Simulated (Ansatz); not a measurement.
**revPBE/def2-SVP (core potential) run of WH2O4 (tungstic acid)**

What is the energy change on altering one bond length of WH2O4 (tungstic acid) at revPBE/def2-SVP (core potential)? 

Program for the calculation: Ansatz 0.2.0.

## Step 1: Starting point

The species is WH2O4 (7 atoms), meant as a singlet with charge 0. As SMILES, `[O]=[W](=[O])([OH])[OH]`. The shape is that of a PBE0-D4/def2-TZVP optimisation. This is one conformer, not always the lowest.

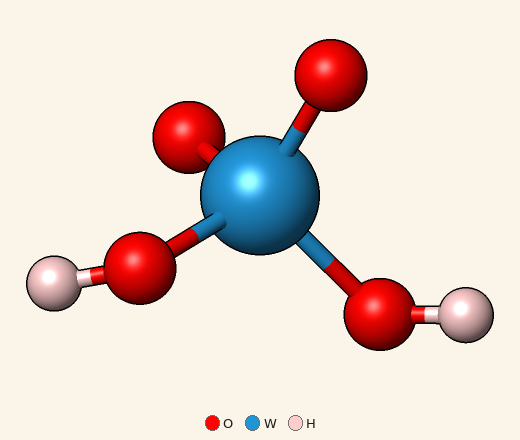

The structure, seen from a chosen angle (oxygen red, tungsten blue, hydrogen pink).

## Step 2: The energy at revPBE/def2-SVP (core potential)

Input file job.yaml:

```yaml
basis:
  gaussian: {orbitals: def2-SVP}
crystal:
  periodic: [false, false, false]
  atoms:
    - symbol: O
      position_ang: [-1.405490, 1.320440, 0.101460]
    - symbol: W
      position_ang: [-0.074460, 0.262990, 0.223380]
    - symbol: O
      position_ang: [0.838560, 0.682730, 1.599940]
    - symbol: O
      position_ang: [-0.678990, -1.507810, 0.417510]
    - symbol: O
      position_ang: [0.980910, 0.441080, -1.323670]
    - symbol: H
      position_ang: [-1.588940, -1.793310, 0.309900]
    - symbol: H
      position_ang: [1.928400, 0.593870, -1.328530]
output: {orbitals: {seedname: orbitals}}
hamiltonian: {xc: {name: revPBE}}
accuracy: high
```

The run is started by

```console
ansatz run job.yaml --threads 1 --pin off --max-ram 3480MiB --events-out events.jsonl --progress --plain --runs-dir runs
```

Standard output:

```text
Warning: RAYON_NUM_THREADS=1 ignored (pool sized by the plan → 1); use --threads N
Functional definition: revPBE
  name "revPBE"
  parameter kappa = 1.245
  parameter beta = 0.06672455060314922
  exchange = pbe_x(kappa = kappa, mu = beta*pi^2/3)
  correlation = pbe_c(beta = beta)
2166 factors; integrals over basis functions are off by at most 3.3e-9 eV
mean field evaluation 1: about -10021.3193 eV, gradient 1.2e2 eV
mean field evaluation 2: about -9718.6053 eV, gradient 3.4e2 eV
mean field evaluation 4: about -10043.2761 eV, gradient 2.9e1 eV
mean field evaluation 8: about -10044.9438 eV, gradient 8.7e-1 eV
mean field evaluation 16: about -10044.9481 eV, gradient 7.5e-4 eV
mean field -10044.94807360 eV, -369.1450329944 hartree, gradient 3.5e-8 eV, S^2 0.000000; 0 other end points of the search recorded, 0 dependent functions left out
reference -10044.94808003 eV, -369.1450332309 hartree; 24, 24 occupied and 74, 74 virtual orbitals, 2166 factors
Total energy: -10044.94808003 eV, -369.1450332309 hartree
```

Wall time 9.9 s (1 thread of Arm Neoverse V1, shared host); peak memory 0.28 GiB.

## Step 3: The distorted shape

Input file run.yaml:

```yaml
crystal:
  periodic: [false, false, false]
  atoms:
    - {symbol: O, position_ang: [-1.862011, 1.110565, -0.586837]}
    - {symbol: W, position_ang: [-0.530981, 0.053115, -0.464917]}
    - {symbol: O, position_ang: [0.838560, 0.682730, 1.599940]}
    - {symbol: O, position_ang: [-1.135511, -1.717685, -0.270787]}
    - {symbol: O, position_ang: [0.524389, 0.231205, -2.011967]}
    - {symbol: H, position_ang: [-2.045461, -2.003185, -0.378397]}
    - {symbol: H, position_ang: [1.471879, 0.383995, -2.016827]}
basis:
  gaussian: {orbitals: def2-SVP}
magnetization: {spin_polarized: false}
hamiltonian: {xc: {name: revPBE}}
accuracy: high
output: {orbitals: {seedname: orbitals}}
```

The run is started by

```console
ansatz run run.yaml --threads 1 --pin off --max-ram 3480MiB --events-out events.jsonl --progress --plain --runs-dir runs
```

Standard output:

```text
Warning: RAYON_NUM_THREADS=1 ignored (pool sized by the plan → 1); use --threads N
Functional definition: revPBE
  name "revPBE"
  parameter kappa = 1.245
  parameter beta = 0.06672455060314922
  exchange = pbe_x(kappa = kappa, mu = beta*pi^2/3)
  correlation = pbe_c(beta = beta)
2146 factors; integrals over basis functions are off by at most 1.3e-8 eV
mean field evaluation 1: about -10000.6321 eV, gradient 1.3e2 eV
mean field evaluation 2: about -9473.1381 eV, gradient 3.5e2 eV
mean field evaluation 4: about -9869.6153 eV, gradient 1.9e2 eV
mean field evaluation 8: about -10039.7654 eV, gradient 2.5e0 eV
mean field evaluation 16: about -10039.8969 eV, gradient 1.7e-8 eV
mean field evaluation 32: about -10038.7769 eV, gradient 3.5e0 eV
mean field -10039.89686386 eV, -368.9594044602 hartree, gradient 1.9e-8 eV, S^2 0.000000; 3 other end points of the search recorded, 0 dependent functions left out
reference -10039.89687040 eV, -368.9594047008 hartree; 24, 24 occupied and 74, 74 virtual orbitals, 2146 factors
Total energy: -10039.89687040 eV, -368.9594047008 hartree
```

Run time: 12 s. Hardware: 1 thread of Arm Neoverse V1, shared host; peak memory 0.27 GiB.

## Step 4: Summary of results

At revPBE/def2-SVP (core potential):

```
                                                         quantity          value
                                        first shape: total energy  -369.14503 Eh
                                         first shape: HOMO energy       -7.11 eV
                                         first shape: LUMO energy       -2.13 eV
                                       first shape: HOMO–LUMO gap        4.98 eV
                                    distorted shape: total energy  -368.95940 Eh
                                     distorted shape: HOMO energy       -5.02 eV
                                     distorted shape: LUMO energy       -3.97 eV
                                   distorted shape: HOMO–LUMO gap        1.05 eV
energy change with the W2–O3 bond stretched from 1.704 to 2.556 Å       5.051 eV
```

What this shows: With the W2–O3 bond stretched from 1.704 to 2.556 Å the energy rises by 5.05 eV (487 kJ/mol). The first shape isn't relaxed at this level, so the change isn't measured from a minimum. A restricted reference can't describe the breaking bond well at this length.
